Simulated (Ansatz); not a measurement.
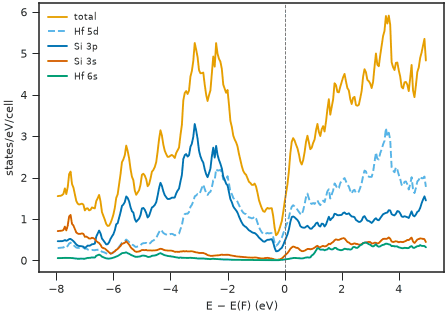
*Total and projected density of states of HfSi2 in space group Cmcm (No. 63; Si on 4c, Si on 4c, Hf on 4c), plane-wave PAW PBE (Ansatz code)*

Task: Which orbitals carry the states next to the Fermi level?

Result: Within 0.5 eV of the Fermi level: Hf 5d 49 %, Si 3p 36 %, Si 3s 9 %. Projections are on Löwdin-orthogonalised atomic valence shells; empty p or d shells of many metals are not among them.

Task: Where is the tallest occupied peak in this window, and what makes it?

Result: Near -3.1 eV, about 5.2 states/eV per cell; the largest projected share is Si 3p.

The cell was relaxed with PBE under the symmetry of its start. No spin polarisation was allowed. Scalar-relativistic: spin–orbit coupling is off unless named, which matters more the heavier the elements.

Potentials: the later of the program's two PAW sets.
